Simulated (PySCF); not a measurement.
Consider C7H14F2Si.

Input

```
{"job": {"kind": "nmr", "xc": "PBE0", "basis": "pcSseg-1"}, "charge": 0, "multiplicity": 1}
C     -2.035064     1.158436     0.638954
C     -1.692148     0.355096    -0.609327
C     -2.929494    -0.312428    -1.193219
F     -1.232283     1.278670    -1.572501
Si    -0.265300    -0.911852    -0.336107
F     -0.960359    -2.180550     0.403671
C      1.079745    -0.244317     0.810467
C      2.375042    -1.082840     0.828736
C      3.057897    -0.016431    -0.035545
C      1.890567     0.939347     0.240685
H     -1.172972     1.737416     0.962395
H     -2.330479     0.483282     1.437439
H     -2.853935     1.846467     0.433885
H     -2.687121    -0.794329    -2.137339
H     -3.711636     0.423683    -1.371784
H     -3.296782    -1.063684    -0.500511
H      0.204437    -1.434722    -1.610315
H      0.673273    -0.059308     1.807892
H      2.310736    -2.080672     0.400418
H      2.806968    -1.160093     1.824826
H      3.120709    -0.304979    -1.082657
H      4.038848     0.314707     0.299306
H      2.128086     1.687311     0.995758
H      1.469529     1.441553    -0.627571
```

Command:

```sh
OMP_NUM_THREADS=1 python probes_run.py task.json out
```

Geometry: GFN2-xTB.

The calculation used PBE0/pcSseg-1, SCF density, gas phase, non-relativistic (PySCF).

> What can the converged electron density and electron localisation function tell about the bonding?

C–C (1.52 Å): ρ at the midpoint is about 1.7 e/Å³; the ELF peaks at about 0.95 between the atoms: a shared electron pair.
C–H (1.09 Å): ρ is about 2 e/Å³ halfway; the ELF climbs to about 1 towards the hydrogen, as it does in any bond to H; a covalent bond by its length.

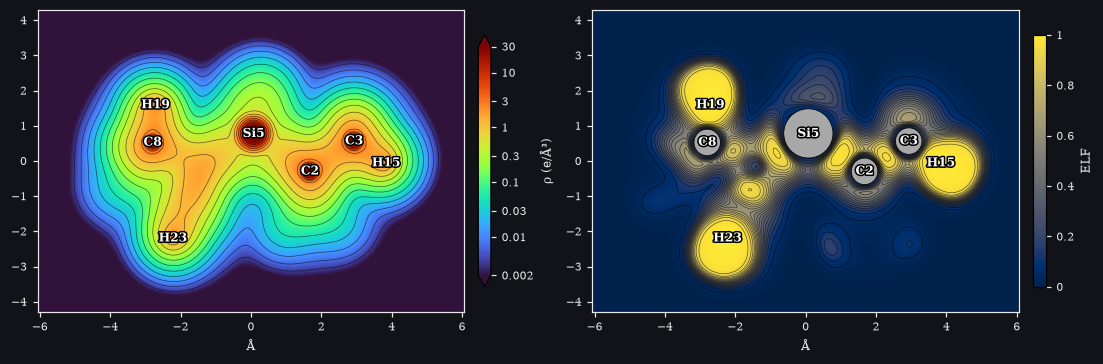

Computed electron density and electron localisation function on the plane of atoms C2, C3 and H15, in this order. Grey discs cover the atomic cores in the ELF map. 
